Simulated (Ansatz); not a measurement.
**Molecular dynamics, with input and output: GeH$_{3}$ClO$_{2}$ (part 3 of 3)**

Continued. System: GeH$_{3}$ClO$_{2}$. Method: RHF/def2-SVP (Ansatz 0.2.0). It belongs to a series of runs on one base structure; here: dynamics from the last frame of an earlier run.

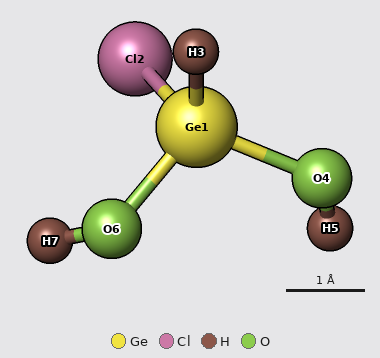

Figure 1. The geometry at step 100 of the log (ball-and-stick view, seen at a tilt; atoms are numbered from 1 in the order of the input).

### Trajectory as extended XYZ, continued
```
7
Properties=species:S:1:pos:R:3:forces:R:3 step=50 time_fs=25.0 energy=-73087.18380 temperature=81.3
Ge   -0.0221   -0.0059   -0.0353    1.1513  -0.8272   0.3313
Cl   -0.0975    0.0402    2.1415   -0.0494   0.0025  -0.2314
H     1.4462    0.0692   -0.4882   -0.5301  -0.2606   0.1486
O    -0.7983    1.3393   -0.7161   -1.4433   1.4095  -0.3051
H    -1.7428    1.4479   -0.5940    0.7638  -0.0865  -0.1480
O    -0.9318   -1.4228   -0.5032   -0.0032  -0.1421   0.6189
H    -1.3662   -1.8267    0.2421    0.1109  -0.0955  -0.4142
7
Properties=species:S:1:pos:R:3:forces:R:3 step=56 time_fs=28.0 energy=-73087.20709 temperature=117.2
Ge   -0.0190   -0.0058   -0.0336    0.3490  -0.5211   0.0297
Cl   -0.0992    0.0379    2.1410   -0.0406   0.0197  -0.2416
H     1.4246    0.0547   -0.4933   -0.1312  -0.2034   0.0507
O    -0.8073    1.3505   -0.7270    0.6506   0.6051  -0.2290
H    -1.7188    1.4502   -0.5747   -1.0262   0.1532   0.0868
O    -0.9364   -1.4279   -0.5022    0.3197   0.2622   0.4126
H    -1.3429   -1.8260    0.2531   -0.1213  -0.3157  -0.1093
7
Properties=species:S:1:pos:R:3:forces:R:3 step=61 time_fs=30.5 energy=-73087.21562 temperature=130.3
Ge   -0.0160   -0.0063   -0.0322   -0.4741  -0.2350  -0.1431
Cl   -0.1007    0.0361    2.1401   -0.0296   0.0390  -0.2336
H     1.4018    0.0359   -0.4958    0.3471  -0.1455  -0.0854
O    -0.8132    1.3626   -0.7369    0.6872   0.1372   0.0641
H    -1.7244    1.4562   -0.5570   -0.7812   0.1350   0.0552
O    -0.9390   -1.4312   -0.4994    0.4840   0.4881   0.2646
H    -1.3267   -1.8350    0.2578   -0.2334  -0.4188   0.0781
7
Properties=species:S:1:pos:R:3:forces:R:3 step=67 time_fs=33.5 energy=-73087.20682 temperature=116.9
Ge   -0.0130   -0.0070   -0.0306   -1.1277   0.0940  -0.3324
Cl   -0.1025    0.0340    2.1386   -0.0106   0.0686  -0.2053
H     1.3884    0.0076   -0.5023    0.6406  -0.0812  -0.1688
O    -0.8178    1.3778   -0.7482   -0.7475  -0.1873   0.6985
H    -1.7536    1.4678   -0.5354    0.9733  -0.0490  -0.3148
O    -0.9399   -1.4329   -0.4946    0.3083   0.3275   0.5831
H    -1.3152   -1.8611    0.2644   -0.0364  -0.1726  -0.2603
7
Properties=species:S:1:pos:R:3:forces:R:3 step=72 time_fs=36.0 energy=-73087.20973 temperature=121.3
Ge   -0.0115   -0.0076   -0.0296   -1.1547   0.3445  -0.5550
Cl   -0.1041    0.0324    2.1369    0.0101   0.0992  -0.1786
H     1.3969   -0.0187   -0.5128    0.4113  -0.0212  -0.0919
O    -0.8240    1.3897   -0.7549   -0.3268  -0.5828   0.8575
H    -1.7531    1.4766   -0.5261    0.7960  -0.0310  -0.2886
O    -0.9393   -1.4330   -0.4884    0.1810   0.1783   0.6674
H    -1.3075   -1.8892    0.2625    0.0831   0.0130  -0.4107
7
Properties=species:S:1:pos:R:3:forces:R:3 step=78 time_fs=39.0 energy=-73087.20285 temperature=110.7
Ge   -0.0109   -0.0079   -0.0290   -0.7948   0.5401  -0.8092
Cl   -0.1059    0.0307    2.1345    0.0377   0.1391  -0.1436
H     1.4213   -0.0508   -0.5284   -0.1674   0.0697   0.0977
O    -0.8319    1.4009   -0.7590    1.6381  -1.0893   0.5640
H    -1.7292    1.4867   -0.5244   -0.9448   0.1367   0.1538
O    -0.9376   -1.4320   -0.4778    0.2617   0.2948   0.1722
H    -1.2958   -1.9233    0.2461   -0.0305  -0.0911  -0.0349
7
Properties=species:S:1:pos:R:3:forces:R:3 step=83 time_fs=41.5 energy=-73087.19338 temperature=96.0
Ge   -0.0112   -0.0076   -0.0292   -0.4964   0.5848  -0.8799
Cl   -0.1074    0.0296    2.1322    0.0597   0.1703  -0.1012
H     1.4375   -0.0755   -0.5386   -0.5240   0.1448   0.2165
O    -0.8328    1.4059   -0.7599    1.4589  -1.1616   0.6418
H    -1.7324    1.4989   -0.5199   -0.6714   0.0927   0.1061
O    -0.9351   -1.4300   -0.4682    0.2477   0.3096  -0.1735
H    -1.2866   -1.9543    0.2301   -0.0746  -0.1406   0.1902
7
Properties=species:S:1:pos:R:3:forces:R:3 step=89 time_fs=44.5 energy=-73087.18688 temperature=86.1
Ge   -0.0120   -0.0067   -0.0304   -0.3774   0.5350  -0.7351
Cl   -0.1090    0.0286    2.1293    0.0822   0.2023  -0.0364
H     1.4370   -0.0993   -0.5425   -0.5555   0.2098   0.2255
O    -0.8276    1.4064   -0.7575   -0.2382  -0.8743   0.9885
H    -1.7547    1.5161   -0.5123    1.0255  -0.1421  -0.3063
O    -0.9311   -1.4264   -0.4573   -0.0644  -0.1171  -0.0869
H    -1.2775   -1.9955    0.2167    0.1277   0.1864  -0.0492
7
Properties=species:S:1:pos:R:3:forces:R:3 step=94 time_fs=47.0 energy=-73087.20051 temperature=107.0
Ge   -0.0131   -0.0055   -0.0321   -0.5263   0.4333  -0.4547
Cl   -0.1102    0.0281    2.1267    0.0971   0.2241   0.0153
H     1.4189   -0.1124   -0.5386   -0.2487   0.2329   0.1133
O    -0.8234    1.4031   -0.7517   -0.1160  -0.7189   0.8048
H    -1.7466    1.5266   -0.5143    0.8283  -0.1516  -0.2292
O    -0.9279   -1.4237   -0.4486   -0.2480  -0.3715  -0.1332
H    -1.2663   -2.0246    0.2049    0.2135   0.3517  -0.1162
7
Properties=species:S:1:pos:R:3:forces:R:3 step=100 time_fs=50.0 energy=-73087.20534 temperature=114.5
Ge   -0.0150   -0.0035   -0.0346   -0.8410   0.2086  -0.0131
Cl   -0.1114    0.0280    2.1237    0.1100   0.2413   0.0697
H     1.3891   -0.1190   -0.5301    0.3259   0.2209  -0.0958
O    -0.8180    1.3955   -0.7410    1.4713  -0.6742   0.1668
H    -1.7123    1.5345   -0.5237   -0.9386   0.0974   0.2221
O    -0.9252   -1.4221   -0.4392   -0.1880  -0.1708  -0.6023
H    -1.2454   -2.0474    0.1880    0.0603   0.0767   0.2526
7
Properties=species:S:1:pos:R:3:forces:R:3 step=106 time_fs=53.0 energy=-73087.20778 temperature=118.2
Ge   -0.0179   -0.0013   -0.0371   -0.8069  -0.2020   0.3971
Cl   -0.1124    0.0286    2.1209    0.1166   0.2429   0.1273
H     1.3725   -0.1162   -0.5253    0.6652   0.1896  -0.2123
O    -0.8059    1.3844   -0.7291    0.6081  -0.0742   0.0035
H    -1.7087    1.5451   -0.5260   -0.3826   0.0000   0.0983
O    -0.9236   -1.4215   -0.4328   -0.2206  -0.1257  -0.7965
H    -1.2215   -2.0662    0.1811    0.0202  -0.0307   0.3827
7
Properties=species:S:1:pos:R:3:forces:R:3 step=111 time_fs=55.5 energy=-73087.20307 temperature=111.1
Ge   -0.0210    0.0003   -0.0388   -0.2672  -0.6650   0.5956
Cl   -0.1130    0.0294    2.1188    0.1179   0.2324   0.1726
H     1.3791   -0.1075   -0.5278    0.4859   0.1747  -0.1420
O    -0.7932    1.3749   -0.7192   -1.0633   0.7230  -0.0059
H    -1.7188    1.5540   -0.5245    0.9663  -0.2700  -0.1787
O    -0.9232   -1.4216   -0.4307   -0.4016  -0.4649  -0.5385
H    -1.2004   -2.0820    0.1869    0.1620   0.2698   0.0969
7
Properties=species:S:1:pos:R:3:forces:R:3 step=117 time_fs=58.5 energy=-73087.20802 temperature=118.5
Ge   -0.0249    0.0015   -0.0403    0.6382  -1.1767   0.6330
Cl   -0.1134    0.0310    2.1166    0.1156   0.2098   0.2049
H     1.4041   -0.0901   -0.5357   -0.0805   0.1584   0.0579
O    -0.7826    1.3670   -0.7075   -0.8271   1.1272  -0.4073
H    -1.6982    1.5551   -0.5286    0.3803  -0.1487  -0.0578
O    -0.9246   -1.4240   -0.4309   -0.4131  -0.5167  -0.4150
H    -1.1690   -2.0904    0.1978    0.1865   0.3466  -0.0156
7
Properties=species:S:1:pos:R:3:forces:R:3 step=122 time_fs=61.0 energy=-73087.19094 temperature=92.4
Ge   -0.0277    0.0015   -0.0409    1.1819  -1.4361   0.5738
Cl   -0.1135    0.0328    2.1152    0.1095   0.1830   0.2159
H     1.4236   -0.0705   -0.5409   -0.4716   0.1185   0.1921
O    -0.7770    1.3649   -0.6994    0.5317   1.0291  -0.8199
H    -1.6692    1.5512   -0.5338   -1.1805   0.2015   0.2189
O    -0.9275   -1.4281   -0.4328   -0.2382  -0.1326  -0.5921
H    -1.1369   -2.0869    0.2072    0.0671   0.0366   0.2113
7
Properties=species:S:1:pos:R:3:forces:R:3 step=128 time_fs=64.0 energy=-73087.20339 temperature=111.4
Ge   -0.0297   -0.0001   -0.0411    1.3310  -1.5006   0.4962
Cl   -0.1135    0.0352    2.1140    0.0951   0.1400   0.2302
H     1.4289   -0.0425   -0.5396   -0.5558   0.0305   0.2264
O    -0.7685    1.3676   -0.6936   -0.3485   1.2919  -0.7372
H    -1.6741    1.5531   -0.5328   -0.4266   0.0527   0.0698
O    -0.9322   -1.4336   -0.4380   -0.1125   0.0363  -0.4673
H    -1.0958   -2.0810    0.2263    0.0173  -0.0508   0.1820
7
Properties=species:S:1:pos:R:3:forces:R:3 step=133 time_fs=66.5 energy=-73087.21406 temperature=128.1
Ge   -0.0302   -0.0028   -0.0407    0.9835  -1.2863   0.4143
Cl   -0.1132    0.0375    2.1134    0.0788   0.1000   0.2396
H     1.4158   -0.0181   -0.5314   -0.2817  -0.0537   0.1396
O    -0.7627    1.3752   -0.6917   -1.6884   1.4208  -0.4359
H    -1.6935    1.5567   -0.5294    0.9405  -0.2170  -0.1698
O    -0.9365   -1.4381   -0.4442   -0.0590  -0.1555   0.0146
H    -1.0607   -2.0770    0.2476    0.0264   0.1917  -0.2023
7
Properties=species:S:1:pos:R:3:forces:R:3 step=139 time_fs=69.5 energy=-73087.23638 temperature=162.3
Ge   -0.0298   -0.0073   -0.0399    0.1600  -0.7075   0.2428
Cl   -0.1128    0.0406    2.1132    0.0575   0.0547   0.2301
H     1.3906    0.0090   -0.5166    0.2730  -0.1317  -0.0494
O    -0.7633    1.3909   -0.6917   -0.8244   0.7366  -0.2937
H    -1.6856    1.5539   -0.5310    0.2793  -0.0550  -0.0699
O    -0.9420   -1.4443   -0.4515    0.1241  -0.0311   0.2699
H    -1.0181   -2.0654    0.2655   -0.0695   0.1340  -0.3298
7
Properties=species:S:1:pos:R:3:forces:R:3 step=144 time_fs=72.0 energy=-73087.21830 temperature=134.7
Ge   -0.0293   -0.0118   -0.0390   -0.4608  -0.1196   0.0341
Cl   -0.1123    0.0432    2.1135    0.0406   0.0206   0.2076
H     1.3773    0.0274   -0.5055    0.6069  -0.1720  -0.1705
O    -0.7672    1.4072   -0.6930    0.8474  -0.0876  -0.2762
H    -1.6699    1.5495   -0.5346   -1.1584   0.2104   0.1643
O    -0.9461   -1.4495   -0.4567    0.3034   0.3860   0.0934
H    -0.9847   -2.0518    0.2704   -0.1791  -0.2379  -0.0528
7
Properties=species:S:1:pos:R:3:forces:R:3 step=150 time_fs=75.0 energy=-73087.21044 temperature=122.2
Ge   -0.0291   -0.0173   -0.0378   -0.6356   0.5215  -0.2862
Cl   -0.1116    0.0463    2.1143    0.0236  -0.0149   0.1796
H     1.3841    0.0427   -0.4985    0.4941  -0.2144  -0.1477
O    -0.7686    1.4263   -0.6957    0.1483  -0.5090   0.1348
H    -1.6890    1.5511   -0.5338   -0.2016   0.0626  -0.0048
O    -0.9494   -1.4538   -0.4624    0.4191   0.5328   0.1495
H    -0.9517   -2.0447    0.2739   -0.2479  -0.3787  -0.0253
```

This output came from the following input.

### Input file
```yaml
crystal:
  periodic: [false, false, false]
  atoms:
    - { symbol: Ge, position_ang: [-0.021201, -0.020498, -0.023032] }
    - { symbol: Cl, position_ang: [-0.087941, 0.059495, 2.129215] }
    - { symbol: H, position_ang: [1.416031, -0.118888, -0.511429] }
    - { symbol: O, position_ang: [-0.826547, 1.437292, -0.687167] }
    - { symbol: H, position_ang: [-1.776635, 1.360971, -0.788687] }
    - { symbol: O, position_ang: [-0.906884, -1.449284, -0.511207] }
    - { symbol: H, position_ang: [-1.475858, -1.932321, 0.066452] }
basis:
  gaussian: { orbitals: def2-SVP }
hamiltonian:
  xc: hf
md:
  timestep: 0.5
  n_steps: 150
  ensemble: nve
  temperature: 100.0
  initial_velocities: maxwell_boltzmann
  seed: 810853
  masses: [{ species: H, mass: 2.014 }]
```

Launch command:
```bash
ansatz run input.yaml --threads 1 --pin off --max-ram 2048MiB --backend cpu --events-out ev --progress --plain --runs-dir out
```

### Key numbers

```tsv
quantity	value
outcome	finished
mean temperature over the second half	115 K
trajectory	150 steps, 75 fs
ensemble	nve
temperature in the input	100.0 K
time step	0.5 fs
potential energy (last step)	−73087.2104 eV
mean-field energy (last step)	−73087.2104 eV
largest force (length of the vector) (last step)	0.871 eV/Å
hardware	1 thread of Intel Xeon (Granite Rapids), 32 GiB of memory available, shared host
wall time	3 min
peak memory	0.2 GiB
```

### Notes

So short a trajectory is not equilibrated.
